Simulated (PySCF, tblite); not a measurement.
**C₅H₃NS+ (doublet): geometry, infrared bands and EPR parameters**

Wanted: the infrared bands and EPR parameters of C₅H₃NS+ (doublet) (`N#CC1=CS[CH][CH+]1`), by calculation.

Computed with tblite 0.8.0 and PySCF 2.14.0, with density-fitted response routines of our own, on a single molecule in the gas phase. Atoms count from 0, in the outputs and in this text.

## Step 1: The molecule as given

10 atoms, charge 1, multiplicity 2; geometry from: force field or distance geometry start.

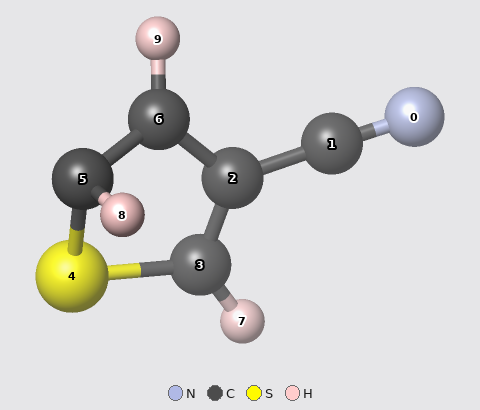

As it starts; nitrogen light blue, carbon dark grey, sulfur yellow, hydrogen pink, atoms numbered.

## Step 2: Optimising the geometry with GFN2-xTB

The job: settings as JSON, then the geometry in Å.

```
{"job": {"kind": "relax", "xc": "GFN2-xTB", "basis": "xTB"}, "charge": 1, "multiplicity": 2}
N      3.087300     0.182600     0.312000
C      1.922800     0.072500     0.114200
C      0.510300    -0.086700    -0.113400
C     -0.057300    -1.259400    -0.273300
S     -1.829800    -0.977600    -0.531700
C     -1.793500     0.714100     0.197600
C     -0.397000     1.026700    -0.223800
H      0.425800    -2.233700    -0.230000
H     -1.748700     0.551200     1.295800
H     -0.110900     2.014800    -0.570000
```

Started as:

```console
OMP_NUM_THREADS=1 python probes_run.py task.json out
```

This one command runs all jobs of the session in turn.

The program printed:

```text
step      E/eV     max force
  0    -481.65124    5.078
  1    -481.60637   16.869
  2    -482.45174    3.194
  3    -482.81282    2.028
  4    -483.10577    1.542
  5    -483.30123    1.250
  6    -483.44201    1.165
  7    -483.66523    1.709
  8    -483.94005    2.061
  9    -484.22701    2.306
 10    -484.42505    1.617
 11    -484.50975    1.266
 12    -484.52819    1.418
 13    -484.58693    0.648
 14    -484.62241    0.460
 15    -484.65156    0.460
 16    -484.67265    0.328
 17    -484.68705    0.271
 18    -484.69808    0.239
 19    -484.70677    0.223
 20    -484.71480    0.229
 21    -484.72428    0.285
 22    -484.73470    0.298
 23    -484.74475    0.277
 24    -484.75460    0.315
 25    -484.76605    0.468
 26    -484.77815    0.451
 27    -484.78868    0.274
 28    -484.79550    0.284
 29    -484.80112    0.234
 30    -484.80594    0.425
 31    -484.81015    0.166
 32    -484.81290    0.221
 33    -484.81459    0.166
 34    -484.81560    0.106
 35    -484.81655    0.057
 36    -484.81692    0.085
 37    -484.81705    0.044
 38    -484.81714    0.044
 39    -484.81720    0.022
 40    -484.81723    0.012
 41    -484.81724    0.008
```

Wall time 0.19 s (1 thread of Arm Neoverse V2, shared host).

Step by step: (not every step is listed) (the energy doesn't fall at every step)

```tsv
step	energy from step 0 (eV)	largest force (eV/Å)
0	0.0000	5.0779
1	0.0449	16.8694
2	-0.8005	3.1941
3	-1.1616	2.0284
4	-1.4545	1.5422
5	-1.6500	1.2503
6	-1.7908	1.1649
7	-2.0140	1.7093
8	-2.2888	2.0610
10	-2.7738	1.6172
12	-2.8770	1.4176
14	-2.9712	0.4602
16	-3.0214	0.3279
18	-3.0468	0.2390
20	-3.0636	0.2290
22	-3.0835	0.2979
24	-3.1034	0.3146
26	-3.1269	0.4510
28	-3.1443	0.2839
30	-3.1547	0.4248
32	-3.1617	0.2210
34	-3.1644	0.1064
36	-3.1657	0.0849
37	-3.1658	0.0442
38	-3.1659	0.0442
39	-3.1660	0.0217
40	-3.1660	0.0116
41	-3.1660	0.0075
```

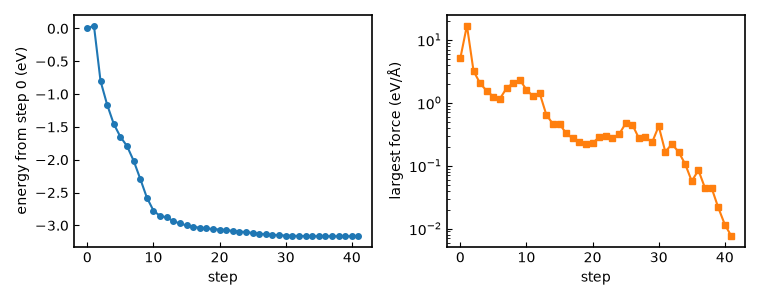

Energy and force, step by step.

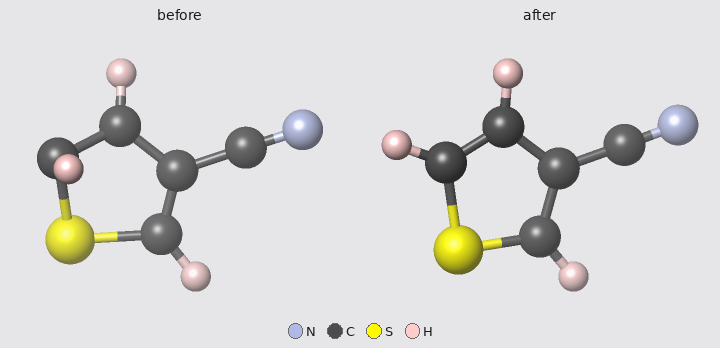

The geometry before (left) and after (right).

Distances of close pairs at the start and the end, largest changes first:

```tsv
bond	before (Å)	after (Å)	change (Å)
C3–S4	1.813	1.666	-0.147
C5–C6	1.492	1.348	-0.144
C2–C3	1.313	1.414	+0.102
S4–C5	1.843	1.787	-0.055
C1–C2	1.440	1.399	-0.040
N0–C1	1.186	1.148	-0.038
C5–H8	1.111	1.075	-0.036
C2–C6	1.441	1.429	-0.012
```

The final coordinates are the input of the step that follows.

## Step 3: Vibrational analysis with GFN2-xTB

The job: settings as JSON, then the geometry in Å.

```
{"job": {"kind": "ir", "xc": "GFN2-xTB", "basis": "xTB"}, "charge": 1, "multiplicity": 2}
N      3.128395     0.205433    -0.190995
C      1.990773     0.066201    -0.121687
C      0.602206    -0.090327    -0.052619
C     -0.046703    -1.339920    -0.183652
S     -1.703351    -1.219945    -0.051911
C     -1.594228     0.548681     0.180917
C     -0.318399     0.982591     0.153652
H      0.453738    -2.279143    -0.349398
H     -2.492027     1.122772     0.321056
H     -0.011521     2.008312     0.272109
```

The program printed:

```text
mode    cm-1     km/mol
  1     112.5      8.81
  2     147.0      4.88
  3     159.2     11.33
  4     358.8      1.20
  5     468.4      4.80
  6     520.6      2.72
  7     584.2      6.32
  8     598.2      8.07
  9     716.8     16.04
 10     753.8     14.15
 11     775.7     32.36
 12     859.1     11.49
 13     898.1      2.08
 14     926.7     10.50
 15    1049.8      3.76
 16    1105.4     13.20
 17    1136.7      3.71
 18    1192.6     46.54
 19    1365.2     12.36
 20    1476.2     13.55
 21    2288.4     68.58
 22    3119.6     45.00
 23    3121.2     11.44
 24    3142.1     59.43
```

Wall time 0.21 s (1 thread of Arm Neoverse V2, shared host).

The strongest bands and the atoms that carry them (share of the mass-weighted mode):

```tsv
cm⁻¹	km/mol	atoms
717	16.0	C5 67 %, S4 14 %
754	14.2	H8 52 %, C5 17 %, H7 17 %
776	32.4	H7 59 %, C3 18 %, H8 13 %
1193	46.5	C2 30 %, C6 24 %, H9 12 %, H8 11 %
1476	13.6	C6 42 %, C5 40 %
2288	68.6	C1 60 %, N0 39 %
3120	45.0	H9 49 %, H7 38 %
3142	59.4	H8 81 %, H9 10 %
```

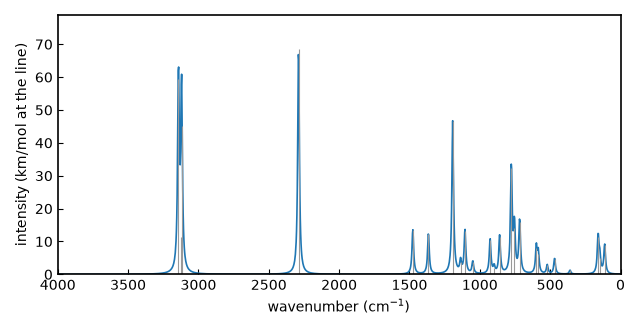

The infrared spectrum from these modes, unscaled. Lines are broadened to a width of 14 cm⁻¹ (Lorentzian).

## Step 4: g tensor and hyperfine couplings: B3LYP/pcH-1

Same as in step 3 but for these lines:

```diff
@@ -1,2 +1,2 @@
-{"job": {"kind": "ir", "xc": "GFN2-xTB", "basis": "xTB"}, "charge": 1, "multiplicity": 2}
+{"job": {"kind": "epr", "basis": "pcH-1"}, "charge": 1, "multiplicity": 2}
 N      3.128395     0.205433    -0.190995
```

Method: UKS B3LYP, pcH-1 on C H N S, non-relativistic, mean-field spin-orbit, GIAO.

The program printed:

```text
UKS, coarse grid
  cycle   1  E = -644.84922922  |g| = 3.67e-01
  cycle   2  E = -643.88696488  |g| = 1.25e+00
  cycle   3  E = -644.89963595  |g| = 1.94e-01
  cycle   4  E = -644.91754013  |g| = 8.16e-02
  cycle   5  E = -644.92055109  |g| = 3.51e-02
  cycle   6  E = -644.92121486  |g| = 1.83e-02
  cycle   7  E = -644.92138879  |g| = 7.63e-03
  cycle   8  E = -644.92142637  |g| = 4.95e-03
  cycle   9  E = -644.92144533  |g| = 1.89e-03
  cycle  10  E = -644.92145141  |g| = 9.56e-04
UKS, final grid
  cycle   1  E = -644.92145347  |g| = 1.70e-03
  cycle   2  E = -644.92144664  |g| = 4.29e-03
  cycle   3  E = -644.92145558  |g| = 4.32e-04
  cycle   4  E = -644.92145576  |g| = 2.98e-04
  cycle   5  E = -644.92145603  |g| = 2.55e-04
  cycle   6  E = -644.92145620  |g| = 6.54e-05
  cycle   7  E = -644.92145621  |g| = 3.20e-05
  cycle   8  E = -644.92145622  |g| = 2.21e-05
E = -644.92145622 Eh   <S^2> = 0.7666 (exact 0.7500)
g shifts (ppm)      1          2          3
  rmc          -166       -166       -166
  gc              1         44         34
  oz_so        -119        186       4604
  total        -285         64       4472
hyperfine (MHz)  atom isotope    a_iso     a_fc   dipolar eigenvalues
    0   14N       4.92       4.87    -12.04     -9.62     21.66
    1   13C     -27.49     -27.50     -7.23     -3.40     10.63
    2   13C      21.33      21.40    -27.60    -25.65     53.25
    3   13C      16.49      16.34    -26.42    -25.51     51.93
    4   33S       2.36       2.34     -9.91     -8.12     18.03
    5   13C      31.97      32.28    -28.28    -26.37     54.66
    6   13C     -24.61     -24.63    -16.89      8.21      8.67
    7    1H     -22.13     -22.16    -12.42     -3.25     15.66
    8    1H     -24.84     -24.81    -13.43     -1.90     15.32
    9    1H       5.86       5.87     -2.97     -0.00      2.97
```

It took 50 s on 1 thread of Arm Neoverse V2, shared host; peak memory 0.74 GiB.

Principal g values 2.00203, 2.00238, 2.00679; g(iso) = 2.00374, against 2.00232 for a free electron.

Hyperfine couplings, nucleus by nucleus at this fixed geometry (no averaging over rotations):

```tsv
nuclei	isotope	a(iso) (MHz)	a(iso) (G, at g = 2.0023)	largest dipolar term (MHz)
C5	13C	32.0	11.4	54.7
C1	13C	-27.5	-9.8	10.6
H8	1H	-24.8	-8.9	15.3
C6	13C	-24.6	-8.8	-16.9
H7	1H	-22.1	-7.9	15.7
C2	13C	21.3	7.6	53.2
C3	13C	16.5	5.9	51.9
H9	1H	5.9	2.1	3.0
N0	14N	4.9	1.8	21.7
S4	33S	2.4	0.8	18.0
```

Mulliken spin populations:

```tsv
atom	value (e)
N0	0.25
C1	-0.09
C2	0.31
C3	0.28
S4	0.06
C5	0.35
C6	-0.14
H7	-0.01
H8	-0.01
H9	0.00
```

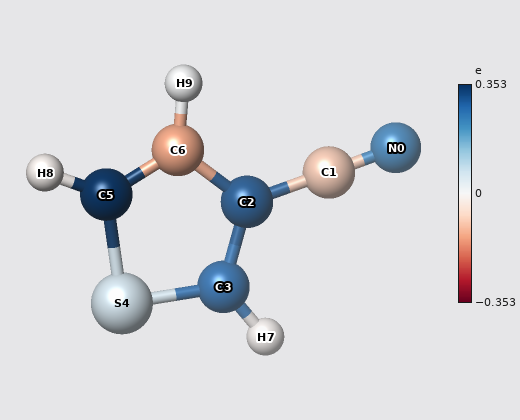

Mulliken spin populations, as colours on the atoms.

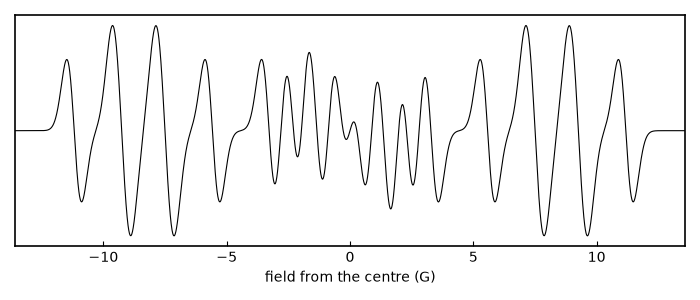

First-order isotropic spectrum (first derivative, main isotopes with spin only, couplings over 0.8 MHz, Gaussian width 0.3 G; couplings of the frozen geometry, rotation of groups not averaged beyond the rows shown).

The fields below are evaluated on a grid from the run's orbitals.

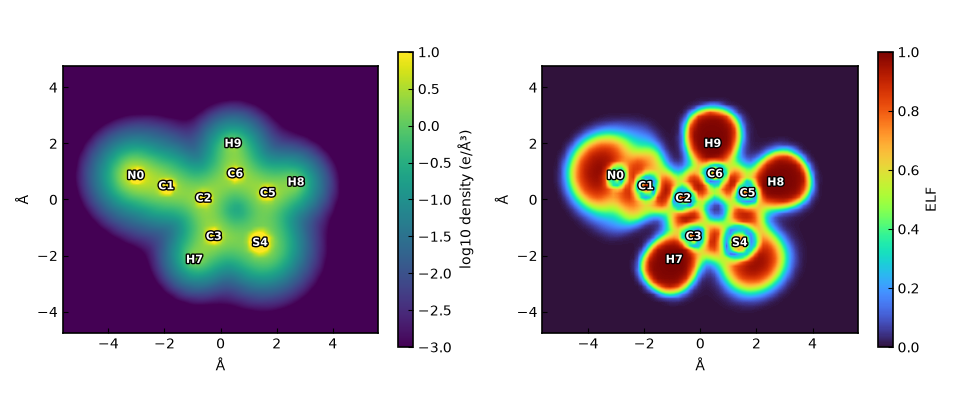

Density (left) and ELF (right) in a plane through or near 10 of the atoms.

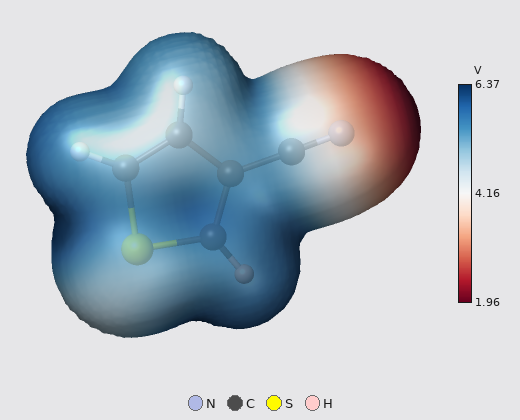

The potential that a unit positive charge feels on the 0.002 e/bohr³ surface, from 1.96 V near N0 to 6.37 V near H8.

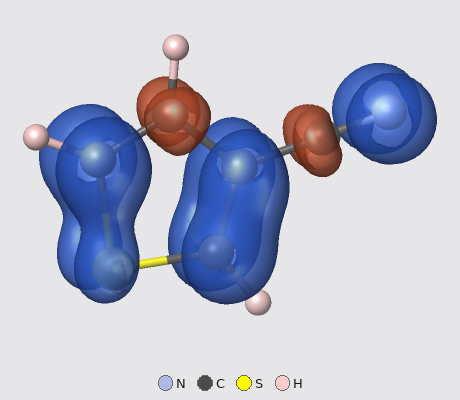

Spin density at ±0.02 e/Å³ (alpha excess blue, beta excess red).

## Step 5: Summary of results

```
                                 quantity                 value
strongest single infrared mode (GFN2-xTB)  2288 cm⁻¹, 69 km/mol
             zero-point energy (GFN2-xTB)         38.4 kcal/mol
                           g(iso) (B3LYP)               2.00374
                                     ⟨S²⟩    0.767 (exact 0.75)
                           largest a(iso)   13C on C5, 32.0 MHz
```

In words: Over 41 steps the energy fell by 3.166 eV; of the close pairs, C3–S4 changed most, 1.813 to 1.666 Å. No mode is imaginary among the 24: a minimum at this level. The strongest single mode, at 2288 cm⁻¹, moves mainly C1 and N0. Unscaled tight-binding wavenumbers are off by several per cent, some by more. Its intensities can rank the bands wrongly. The largest spin populations lie on C5 (0.35 e), C2 (0.31 e), C3 (0.28 e), N0 (0.25 e). The isotropic g lies 1.4 ppt above the free-electron value. The conformer search found further structures of the same energy, which may be mirror or relabelled copies of this one.
